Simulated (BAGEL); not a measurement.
**P2 (diphosphorus) at HF/STO-3G (density fitting with qzvpp-jkfit)**

Aim: the vertical electron affinity of P2 (diphosphorus) at HF/STO-3G (density fitting with qzvpp-jkfit), from 2 runs. 

The calculation is run with BAGEL 1.2.2.

1 further run of the same task is left out (set aside as unsound or not needed). Runs told in other sessions of the task aren't counted.

**1. The structure to begin with**

P2 has 2 atoms, charge 0, and is taken as a singlet. SMILES: `P#P`. The bond length is the measured one.

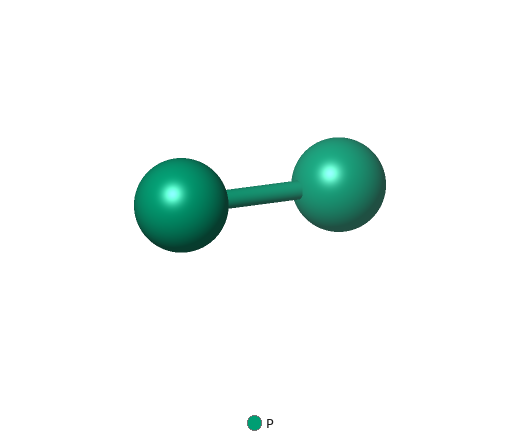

The structure, seen from a chosen angle (phosphorus teal).

**2. The energy at HF/STO-3G (density fitting with qzvpp-jkfit)**

Input file job.json:

```json
{ "bagel": [

{
  "title": "molecule",
  "basis": "sto-3g",
  "df_basis": "qzvpp-jkfit",
  "angstrom": "true",
  "geometry": [
    { "atom": "P", "xyz": [    0.000000,    0.000000,    0.000000 ] },
    { "atom": "P", "xyz": [    0.000000,    0.000000,    1.893400 ] }
  ]
},
{
  "title": "hf"
},
{
  "title": "print",
  "file": "orbitals.molden",
  "orbitals": "true"
}

]}
```

On the command line:

```console
$ BAGEL_NUM_THREADS=1 BAGEL job.json > job.out
```

What it wrote:

```text
* using 1 threads per process

  ===============================================================
  ===============================================================

  *** Geometry ***

  { "atom" : "P", "xyz" : [      0.000000,      0.000000,      0.000000 ] },
  { "atom" : "P", "xyz" : [      0.000000,      0.000000,      3.578007 ] },

  Number of auxiliary basis functions:      256

  Since a DF basis is specified, we compute 2- and 3-index integrals:
    o Being stored without compression. Storage requirement is 0.001 GB

  Number of basis functions:       18
  Number of electrons      :       30

    * METHOD: MOLECULE                             0.04

  *** RHF ***

  === Nuclear Repulsion ===
    62.8841620369

      * DIIS with orbital gradients will be used.

  === RHF iteration (sto-3g) ===
      0       -673.75618623          0.00138352           0.00
      1       -673.75626061          0.00010372           0.00
      2       -673.75626112          0.00000392           0.00
      3       -673.75626112          0.00000039           0.00
      4       -673.75626112          0.00000001           0.00
      5       -673.75626112          0.00000000           0.00
    * SCF iteration converged.

    * Permanent dipole moment:
           (   -0.000000,     0.000000,     0.000000) a.u.

    * METHOD: HF                                   0.04

    * METHOD: PRINT                                0.00

  ===============================================================
```

Wall time 0.2 s (1 thread of Arm Neoverse V1, shared host).

**3. The doublet anion at the same level**

Input file calc.json:

```json
{ "bagel": [

{
  "title": "molecule",
  "basis": "sto-3g",
  "df_basis": "qzvpp-jkfit",
  "angstrom": true,
  "geometry": [
    { "atom": "P", "xyz": [       0.000000,       0.000000,       0.000000 ] },
    { "atom": "P", "xyz": [       0.000000,       0.000000,       1.893400 ] }
  ]
},

{ "title": "uhf", "charge": -1, "nopen": 1 },

{ "title": "print", "file": "orbitals.molden", "orbitals": true }

]}
```

On the command line:

```console
$ BAGEL_NUM_THREADS=1 BAGEL calc.json > calc.out
```

What it wrote:

```text
* using 1 threads per process

  ===============================================================
  ===============================================================

  *** Geometry ***

  { "atom" : "P", "xyz" : [      0.000000,      0.000000,      0.000000 ] },
  { "atom" : "P", "xyz" : [      0.000000,      0.000000,      3.578007 ] },

  Number of auxiliary basis functions:      256

  Since a DF basis is specified, we compute 2- and 3-index integrals:
    o Being stored without compression. Storage requirement is 0.001 GB

  Number of basis functions:       18
  Number of electrons      :       30

    * METHOD: MOLECULE                             0.04

  *** Open-shell HF ***

  === Nuclear Repulsion ===
    62.8841620369

      * DIIS with orbital gradients will be used.

  === UHF iteration (sto-3g) ===
      0       -673.52367572          0.00630290           0.01
      1       -673.52467805          0.00054007           0.01
      2       -673.52473430          0.00009598           0.01
      3       -673.52474064          0.00000704           0.01
      4       -673.52474100          0.00000023           0.01
      5       -673.52474102          0.00000007           0.01
      6       -673.52474103          0.00000000           0.01
    * SCF iteration converged.

    * S^2 (UHF) is 0.7509

    * Permanent dipole moment:
           (   -0.000000,     0.000000,    -0.000000) a.u.

    * METHOD: UHF                                  0.07

    * METHOD: PRINT                                0.00

  ===============================================================
```

Run time: 0.24 s. Hardware: 1 thread of Arm Neoverse V1, shared host.

**4. What came out**

Level: HF/STO-3G (density fitting with qzvpp-jkfit).

| quantity | value |
| --- | --- |
| singlet P2: total energy | -673.75626 Eh |
| singlet P2: dipole moment | 0.00 D |
| singlet P2: HOMO energy | -5.77 eV |
| singlet P2: LUMO energy | 6.32 eV |
| singlet P2: HOMO–LUMO gap | 12.09 eV |
| doublet anion: total energy | -673.52474 Eh |
| doublet anion: ⟨S²⟩ | 0.751 |
| vertical electron affinity (to the doublet anion) | -6.300 eV |

**Reading.** The anion lies 6.30 eV (608 kJ/mol) above the neutral: the electron isn't bound at this level, and such a value depends on the basis. Without diffuse functions anions come out too high. Hartree–Fock misses the correlation that binds many anions. In a minimal basis such a difference can be off by several eV, whatever the method.
